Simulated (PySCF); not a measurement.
# C3H6Al2Cl3F: what the fields show

```xyz
15

C    -1.8807   -1.6600    0.2049
C    -1.1692   -0.5522   -0.0098
C    -1.8489    0.7795   -0.1974
Al    0.7612   -0.9874   -0.0112
Cl    1.8403    0.0769   -1.5956
Al    2.8332    1.3534   -0.0904
F     4.4066    0.8564   -0.0834
Cl    2.2165    3.2744   -0.1662
Cl    1.8354    0.1994    1.5003
H    -2.9605   -1.6916    0.2589
H    -1.3735   -2.6084    0.3341
H    -1.6612    1.1503   -1.2058
H    -1.4372    1.5114    0.4988
H    -2.9249    0.7071   -0.0434
H     1.3583   -2.4014    0.0673
```

Geometry: GFN2-xTB.

The calculation used PySCF, PBE0/pcSseg-1, SCF density, gas phase, non-relativistic.

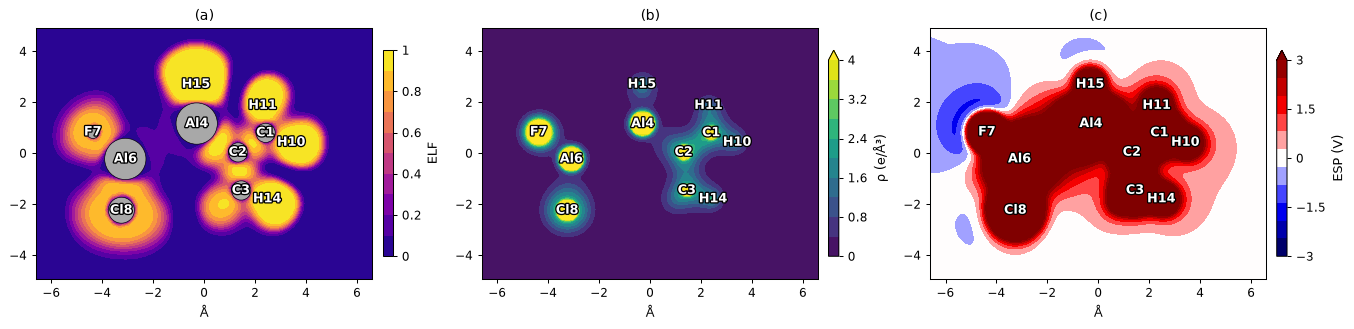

Figure 1. (a) ELF; (b) total electron density; (c) molecular electrostatic potential on the plane of atoms F7, Al6 and Cl8. Grey discs cover the atomic cores in the ELF map.

> Read the bonding off the picture.

The section cuts through C, Al, F, Cl and H sites.
C–C (1.33 Å): the density is about 2.3 e/Å³ at the midpoint; the ELF peaks at about 0.90 between the atoms (a short, multiple covalent bond).
Al–F (1.65 Å): ρ at the midpoint is about 0.86 e/Å³; the ELF peaks at about 0.85 in the valence shell of F, 0.5 Å from its nucleus, and is about 0.35 at the midpoint.
C–Al (1.98 Å): the density is about 0.7 e/Å³ at the midpoint; the ELF peaks at about 0.95 between the atoms: a polar covalent bond.
Al–Cl (2.02 Å): ρ is about 0.85 e/Å³ halfway; the ELF peaks at about 0.85 in the valence shell of Cl, 0.9 Å from its nucleus, and is about 0.80 at the midpoint.
C–H (1.08 Å): the density is about 2 e/Å³ at the midpoint; the ELF climbs to about 1 towards the hydrogen, as it does in any bond to H (an ordinary covalent bond to hydrogen).
The ELF also peaks beside Cl8 and F7, away from the bonds: lone-pair regions.
Outside the dense part of the molecule the potential is most negative (−1.4 V) near F7.

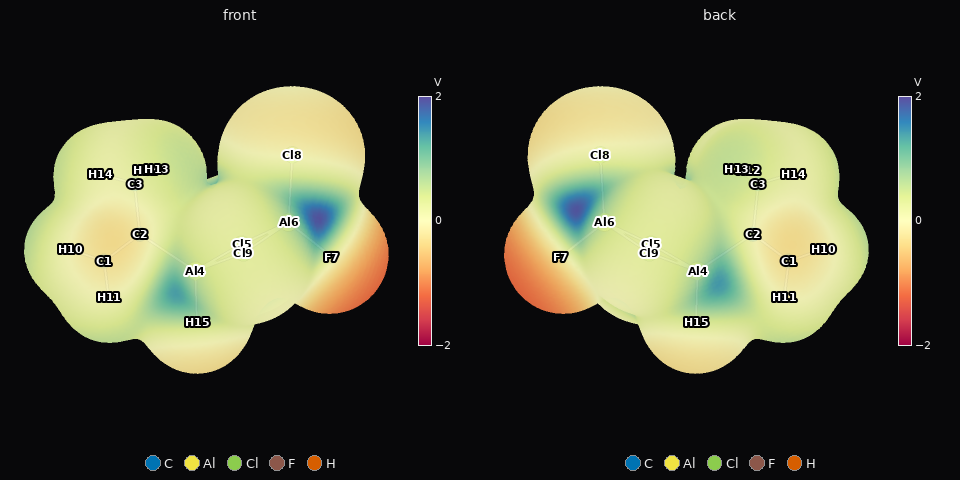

Figure 2. The electrostatic potential painted on the density surface at 0.001 e/bohr³, seen from the front and from behind; red is negative and blue positive.

> Which sites attract a positive test charge, and which a negative one?

A positive charge is drawn to the negative regions and a negative charge to the positive ones. The most negative region (about −1.2 V) lies over F7, the most positive (about +1.8 V) over Al6.

> How polar is the molecule by this calculation?

Its dipole moment is 2.14 D.
